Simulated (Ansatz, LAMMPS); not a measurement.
# A frame of liquid K(F,Br) from 850 K (94 atoms): geometry optimisation, part 2 of 3

Aim: bring a frame of liquid K(F,Br) from 850 K (94 atoms) to a nearby minimum of the energy and see what moves.

Ansatz 0.2.0; Kohn-Sham DFT, PBE, PAW (set soft_2), plane waves.

The cell: 47 K, 18 F and 29 Br. The starting topology of bonds comes from the classical model. The ion parameters were fitted for water, not for melts. The Brillouin zone is sampled at Γ only, in a cell whose shortest periodic width is 15 Å.

So far. Step 3 (Single point at the start): The r.m.s. force component of 0.24 eV/Å and the pressure of -0.39 GPa set the starting point.

### Step 4. Relaxation

The atoms are relaxed in the fixed cell, aiming at the force tolerance of the input.

input.yaml

```yaml
crystal:
  lattice:
    - [15.1089, 0.0, 0.0]
    - [0.0, 15.1089, 0.0]
    - [0.0, 0.0, 15.1089]
  atoms:
    [... the 94 atom lines of step 3 ...]
kpoints:
  mp_grid: { grid: [1, 1, 1] }
hamiltonian:
  xc: pbe
scf:
  occupations: { method: fermi_dirac, width: 0.05 }
output:
  forces: true
relax:
  f_tol: 0.05
  max_steps: 107
```

Run with:

```console
ansatz run input.yaml --threads 4 --pin off --max-ram 8192MiB --backend cpu --events-out ev --progress --plain --runs-dir out
```

Numbers of over 12 decimals in the logs are rounded to 6 here.

What it wrote:

```text
[...]
Crystal: 94 atoms, lattice volume = 3449.042 Å³
Basis set: ecut = 420 eV, 67451 PW (Γ), exchange–correlation on 216×216×216 points (8 copies of the dense FFT grid, shifted against one another)
Bands: 470, of which v1, the nominal top of the filled ones, is band 376 counted from 1 (375 counted from 0)
Symmetry: 1 space group operations
[...]
k-points: 1
[...]
SCF iter   1: F=—  HF=-167673.809848 eV  |F-HF|=—  |Δ(HF+E_count)|=         —  Δρ=8.38e-4  dr2=1.09e-1  ethr=1.77e-3  ⟨swp⟩=7.0  Hψ=1972  notcnv=0  defer=72
[...]
SCF iter   6: F=-167673.792909 eV  HF=-167673.792924 eV  |F-HF|=1.45e-5  |Δ(HF+E_count)|=   2.85e-5  Δρ=3.22e-5  dr2=2.67e-5  ethr=8.31e-9  ⟨swp⟩=4.0  Hψ=1234  notcnv=0
SCF 1 converged in 6 iterations: F = -167673.792909 eV  dr2 = 2.67e-5
[...]
relax step   1: F+E_penalty+E_count = -167673.79290914 eV  Δ(F+E_penalty+E_count) = +0.000e0 eV  max|allowed force component| = 8.394e-1 eV/Å  Δτ_max = 0.0000 Å  (6 SCF iters, dr2 threshold 6.25e-5 eV, accepted)
[...]
relax step   2: F+E_penalty+E_count = -167676.59767633 eV  Δ(F+E_penalty+E_count) = -2.805e0 eV  max|allowed force component| = 3.977e-1 eV/Å  Δτ_max = 0.1950 Å  (7 SCF iters, dr2 threshold 4.40e-5 eV, accepted)
[...]
relax step   3: F+E_penalty+E_count = -167678.19427522 eV  Δ(F+E_penalty+E_count) = -1.597e0 eV  max|allowed force component| = 2.567e-1 eV/Å  Δτ_max = 0.1922 Å  (8 SCF iters, dr2 threshold 9.88e-6 eV, accepted)
relax step   4: F+E_penalty+E_count = -167679.05282729 eV  Δ(F+E_penalty+E_count) = -8.586e-1 eV  max|allowed force component| = 1.544e-1 eV/Å  Δτ_max = 0.1995 Å  (8 SCF iters, dr2 threshold 1.48e-5 eV, accepted)
relax step   5: F+E_penalty+E_count = -167679.49894064 eV  Δ(F+E_penalty+E_count) = -4.461e-1 eV  max|allowed force component| = 1.101e-1 eV/Å  Δτ_max = 0.2000 Å  (8 SCF iters, dr2 threshold 8.62e-6 eV, accepted)
relax step   6: F+E_penalty+E_count = -167679.82312482 eV  Δ(F+E_penalty+E_count) = -3.242e-1 eV  max|allowed force component| = 9.770e-2 eV/Å  Δτ_max = 0.1950 Å  (8 SCF iters, dr2 threshold 4.39e-6 eV, accepted)
relax step   7: F+E_penalty+E_count = -167680.00468011 eV  Δ(F+E_penalty+E_count) = -1.816e-1 eV  max|allowed force component| = 9.475e-2 eV/Å  Δτ_max = 0.1955 Å  (8 SCF iters, dr2 threshold 4.86e-6 eV, accepted)
relax step   8: F+E_penalty+E_count = -167680.12009486 eV  Δ(F+E_penalty+E_count) = -1.154e-1 eV  max|allowed force component| = 1.247e-1 eV/Å  Δτ_max = 0.1963 Å  (8 SCF iters, dr2 threshold 7.07e-6 eV, accepted)
relax step   9: F+E_penalty+E_count = -167680.20414490 eV  Δ(F+E_penalty+E_count) = -8.405e-2 eV  max|allowed force component| = 8.796e-2 eV/Å  Δτ_max = 0.1923 Å  (7 SCF iters, dr2 threshold 1.46e-5 eV, accepted)
relax step  10: F+E_penalty+E_count = -167680.28864151 eV  Δ(F+E_penalty+E_count) = -8.450e-2 eV  max|allowed force component| = 5.598e-2 eV/Å  Δτ_max = 0.2000 Å  (8 SCF iters, dr2 threshold 3.85e-6 eV, accepted)
relax step  11: F+E_penalty+E_count = -167680.34370530 eV  Δ(F+E_penalty+E_count) = -5.506e-2 eV  max|allowed force component| = 4.362e-2 eV/Å  Δτ_max = 0.1947 Å  (9 SCF iters, accepted)
relax step  12: F+E_penalty+E_count = -167680.37773134 eV  Δ(F+E_penalty+E_count) = -3.403e-2 eV  max|allowed force component| = 6.191e-2 eV/Å  Δτ_max = 0.1959 Å  (9 SCF iters, accepted)
relax step  13: F+E_penalty+E_count = -167680.39437126 eV  Δ(F+E_penalty+E_count) = -1.664e-2 eV  max|allowed force component| = 8.587e-2 eV/Å  Δτ_max = 0.1424 Å  (9 SCF iters, accepted)
relax step  14: F+E_penalty+E_count = -167680.39073728 eV  Δ(F+E_penalty+E_count) = +3.634e-3 eV  max|allowed force component| = 1.148e-1 eV/Å  Δτ_max = 0.2000 Å  (8 SCF iters, dr2 threshold 7.37e-6 eV, rejected (line search))
relax step  15: F+E_penalty+E_count = -167680.42132001 eV  Δ(F+E_penalty+E_count) = -2.695e-2 eV  max|allowed force component| = 2.940e-2 eV/Å  Δτ_max = 0.1000 Å  (9 SCF iters, accepted)
relax step  16: F+E_penalty+E_count = -167680.43195193 eV  Δ(F+E_penalty+E_count) = -1.063e-2 eV  max|allowed force component| = 1.468e-2 eV/Å  Δτ_max = 0.0975 Å  (8 SCF iters, accepted)
[...]
relax step  17: F+E_penalty+E_count = -167680.43420550 eV  Δ(F+E_penalty+E_count) = -2.254e-3 eV  max|allowed force component| = 3.047e-2 eV/Å  Δτ_max = 0.1225 Å  (9 SCF iters, accepted)
SCF converged after 9 iterations
Free energy (F): -167680.434206 eV
[...]
Internal energy: -167680.434206 eV  (E = F + TS)
E sigma→0 (E₀):  -167680.434206 eV
Fermi energy:    2.215969 eV
[...]
--- Forces (eV/Å), atoms counted from 1 ---
  atom   1  K     -0.00071131    -0.01053244     0.00595227
  atom   2  K     -0.01117924    -0.00547125     0.00335609
  atom   3  K     -0.01952895    -0.02638497     0.01044803
  atom   4  K      0.00209705     0.00096514     0.00272360
  atom   5  K      0.00126859    -0.00370983     0.00326377
  atom   6  K      0.00444665     0.00921896     0.00431357
  atom   7  K      0.01693923    -0.01286898     0.01414839
  atom   8  K      0.00938845    -0.00256322    -0.01511845
  atom   9  K     -0.00048807    -0.00298956    -0.00041420
  atom  10  K     -0.00377611    -0.00239089     0.00346551
  atom  11  K     -0.00649775    -0.00532957     0.00557563
  atom  12  K     -0.00120261     0.00126483    -0.00639975
  atom  13  K     -0.00992488    -0.00325826     0.00717988
  atom  14  K     -0.00257587     0.00077184     0.00623917
[...]
atom  93  Br    -0.00085371    -0.00346213    -0.00124761
  atom  94  Br     0.00766259    -0.00037805     0.00127021
  max |Σ_I F_I| component: 1.61e-5 eV/Å
--- Relaxed structure (17 steps of the walk, 16 accepted, 0 SCFs on fresh bases) ---
  F+E_penalty+E_count = -167680.43420550 eV   max|allowed force component| = 3.047e-2 eV/Å
  atoms:
    - { symbol: K, position: [0.462153, 0.646409, 0.500164] }
    - { symbol: K, position: [0.817718, 0.593746, 0.381664] }
    - { symbol: K, position: [0.600605, 0.486484, 0.711278] }
    - { symbol: K, position: [0.331335, 0.913335, 0.073600] }
[...]
- { symbol: Br, position: [0.756593, 0.070184, 0.602494] }
```

Run time: 5.8 min. Hardware: 4 threads of Intel Xeon Platinum 8488C (Sapphire Rapids), shared host; peak memory 4.3 GiB; 22 min of CPU time.

Relaxation path:

| step | energy less that of the first step (eV) | largest force component (eV/Å) |
| --- | --- | --- |
| 1 | 0.0000 | 0.8394 |
| 2 | -2.8048 | 0.3977 |
| 3 | -4.4014 | 0.2567 |
| 4 | -5.2599 | 0.1544 |
| 5 | -5.7060 | 0.1101 |
| 6 | -6.0302 | 0.0977 |
| 7 | -6.2118 | 0.0948 |
| 8 | -6.3272 | 0.1247 |
| 9 | -6.4112 | 0.0880 |
| 10 | -6.4957 | 0.0560 |
| 11 | -6.5508 | 0.0436 |
| 12 | -6.5848 | 0.0619 |
| 13 | -6.6015 | 0.0859 |
| 14 | -6.5978 | 0.1148 |
| 15 | -6.6284 | 0.0294 |
| 16 | -6.6390 | 0.0147 |
| 17 | -6.6413 | 0.0305 |

Relaxation step 14 was tried and not accepted.

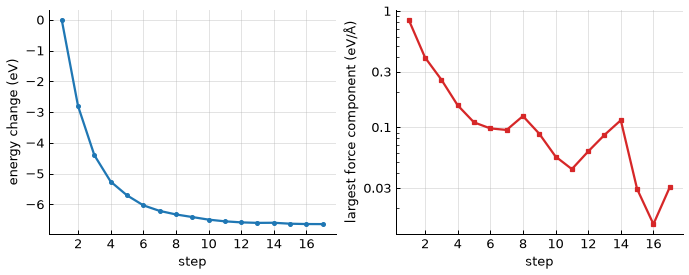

Energy and largest force along the relaxation.

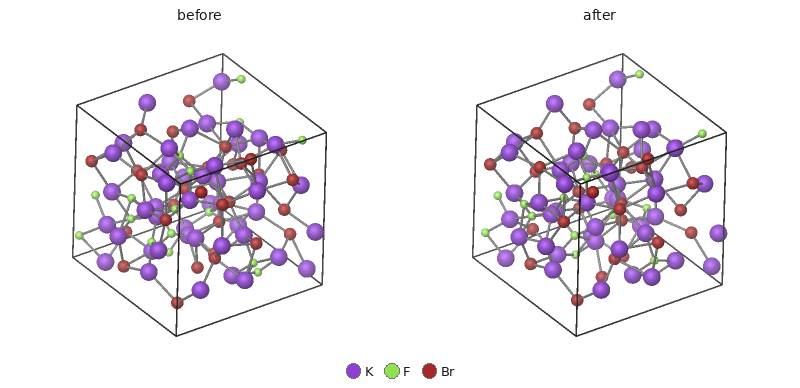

The structure before and after the relaxation, drawn at the same scale. Bonds to atoms that aren't drawn are left out.

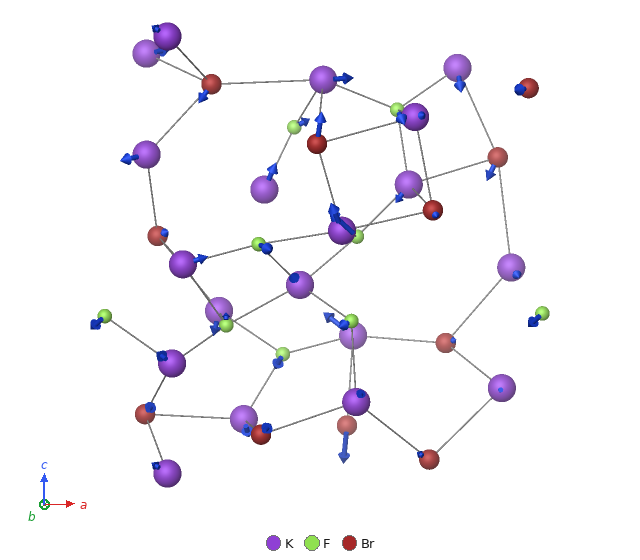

Displacements in the relaxation, scaled; the longest in the cell stands for 1.35 Å. Drawn is a slice 6 Å thick, seen along the normal of the ac plane. Bonds to atoms that aren't drawn are left out.

The atoms that moved most (Å):

| atom | dx | dy | dz | length |
| --- | --- | --- | --- | --- |
| F49 | -0.901 | -0.552 | 0.841 | 1.351 |
| Br72 | -0.067 | 0.548 | -1.168 | 1.292 |
| K34 | -0.543 | 0.899 | 0.740 | 1.285 |
| K22 | -0.807 | -0.729 | 0.231 | 1.112 |
| K3 | 0.770 | 0.044 | 0.773 | 1.092 |
| Br91 | 0.554 | -0.782 | 0.507 | 1.084 |
| K7 | -0.283 | -0.526 | 0.895 | 1.076 |
| K25 | -0.739 | 0.513 | 0.562 | 1.061 |

The relaxation changed the energy by -70.7 meV/atom, and atoms moved by 0.65 Å r.m.s., 1.4 Å at most.

### Step 5. Structure statistics after relaxation

Bonds before and after, by the cutoffs listed below:

| pair | bonds before | bonds after | mean before (Å) | mean after (Å) | spread before (Å) | spread after (Å) |
| --- | --- | --- | --- | --- | --- | --- |
| K-Br | 148 | 157 | 3.361 | 3.412 | 0.210 | 0.155 |
| K-F | 64 | 77 | 2.686 | 2.627 | 0.126 | 0.102 |

Density 2.17 g/cm³, 36.69 Å³ an atom.

Pair distribution functions g(r), in bins of 0.2 Å:

| r (Å) | total | K-K | K-Br | K-F | Br-Br | Br-F | F-F |
| --- | --- | --- | --- | --- | --- | --- | --- |
| 2.40 | 0.10 | 0.00 | 0.00 | 0.53 | 0.00 | 0.00 | 0.00 |
| 2.60 | 2.83 | 0.00 | 0.00 | 14.75 | 0.00 | 0.00 | 0.00 |
| 2.80 | 0.49 | 0.00 | 0.00 | 2.54 | 0.00 | 0.00 | 0.00 |
| 3.00 | 0.10 | 0.00 | 0.11 | 0.37 | 0.00 | 0.00 | 0.00 |
| 3.20 | 1.16 | 0.00 | 3.56 | 0.33 | 0.00 | 0.00 | 0.00 |
| 3.40 | 2.42 | 0.22 | 7.42 | 0.00 | 0.00 | 0.00 | 2.21 |
| 3.60 | 0.86 | 0.56 | 1.96 | 0.00 | 0.00 | 0.19 | 2.62 |
| 3.80 | 1.02 | 2.14 | 0.56 | 0.11 | 0.00 | 1.43 | 3.50 |
| 4.00 | 1.14 | 2.02 | 0.50 | 0.30 | 0.00 | 2.60 | 3.17 |
| 4.20 | 1.12 | 1.97 | 0.28 | 0.09 | 1.11 | 2.83 | 2.43 |
| 4.40 | 1.21 | 1.86 | 0.26 | 0.51 | 2.55 | 2.57 | 0.44 |
| 4.60 | 0.90 | 1.65 | 0.29 | 0.23 | 1.85 | 1.13 | 1.22 |
| 4.80 | 1.02 | 0.86 | 0.52 | 0.91 | 3.54 | 1.14 | 0.00 |
| 5.00 | 0.82 | 1.25 | 0.65 | 0.71 | 1.30 | 0.31 | 0.33 |
| 5.20 | 0.92 | 1.02 | 0.44 | 0.96 | 1.44 | 0.88 | 2.85 |
| 5.40 | 0.76 | 0.47 | 0.62 | 1.32 | 1.00 | 0.81 | 0.28 |
| 5.60 | 0.80 | 0.59 | 0.65 | 1.20 | 1.25 | 0.84 | 0.26 |
| 5.80 | 0.98 | 0.92 | 0.74 | 1.45 | 0.77 | 1.47 | 0.00 |
| 6.00 | 1.09 | 0.76 | 0.87 | 1.76 | 1.36 | 1.31 | 0.23 |
| 6.20 | 1.02 | 1.35 | 1.29 | 0.89 | 0.51 | 0.48 | 0.43 |
| 6.40 | 1.14 | 0.85 | 1.43 | 1.77 | 0.72 | 0.52 | 0.42 |
| 6.60 | 0.93 | 0.83 | 1.15 | 0.97 | 1.12 | 0.36 | 0.78 |
| 6.80 | 1.01 | 1.05 | 1.33 | 0.91 | 0.63 | 0.57 | 0.92 |
| 7.00 | 0.98 | 0.66 | 1.52 | 0.66 | 0.73 | 0.92 | 1.04 |
| 7.20 | 1.01 | 1.03 | 1.21 | 1.13 | 0.44 | 0.71 | 0.98 |
| 7.40 | 1.06 | 0.93 | 1.27 | 1.01 | 0.59 | 1.20 | 1.23 |

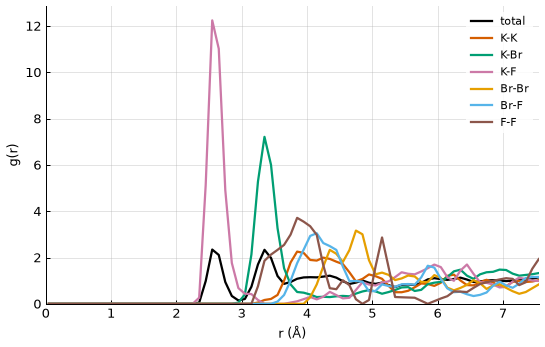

Pair distribution functions, lightly smoothed.

Bonds by pair of elements; cutoffs follow the first minimum of g(r), held within bounds set by covalent radii, and pairs that aren't listed don't count as bonded:

| pair A-B | cutoff (Å) | bonds | mean length (Å) | spread (Å) | shortest (Å) | B about A | A about B |
| --- | --- | --- | --- | --- | --- | --- | --- |
| K-Br | 3.93 | 157 | 3.41 | 0.155 | 3.10 | 3.34 | 5.41 |
| K-F | 3.04 | 77 | 2.63 | 0.102 | 2.46 | 1.64 | 4.28 |

How many atoms have how many bonded neighbours:

| element | mean | 4 | 5 | 6 | 7 | 8 |
| --- | --- | --- | --- | --- | --- | --- |
| Br | 5.41 | 2 | 16 | 9 | 1 | 1 |
| F | 4.28 | 14 | 3 | 1 | 0 | 0 |
| K | 4.98 | 10 | 28 | 9 | 0 | 0 |

Bond angles (no mean is given where the spread exceeds 20°):

| angle | count | mean (°) | spread (°) |
| --- | --- | --- | --- |
| K-Br-K | 356 | - | - |
| Br-K-Br | 217 | - | - |
| Br-K-F | 209 | - | - |
| K-F-K | 129 | - | - |
| F-K-F | 49 | - | - |

Bond length by coordination (bonds to H left out):

| element | coordination | atoms | mean bond length (Å) |
| --- | --- | --- | --- |
| Br | 4 | 2 | 3.37 |
| Br | 5 | 16 | 3.38 |
| Br | 6 | 9 | 3.44 |
| Br | 7 | 1 | 3.45 |
| Br | 8 | 1 | 3.54 |
| F | 4 | 14 | 2.59 |
| F | 5 | 3 | 2.70 |
| F | 6 | 1 | 2.82 |
| K | 4 | 10 | 3.08 |
| K | 5 | 28 | 3.12 |
| K | 6 | 9 | 3.30 |

First main peaks of g(r), for some of the pairs, lie near 3.4 Å (K-Br), 2.6 Å (K-F), 4.2 Å (Br-F) and 3.8 Å (F-F). With the cutoffs above, 55 % of Br atoms have 5, 78 % of F atoms have 4 and 60 % of K atoms have 5 bonded neighbours.

[end of part 2 of 3]

[Logs are printed without paths, hosts, clocks, repeated set-up lines and the standing remarks that a program may print on its own settings, such as how far it seeks lower states.]

[Hosts, paths, dates, database ids (printed as entryN), source tags and the programs' standing remarks are cut or masked in the printed files.]
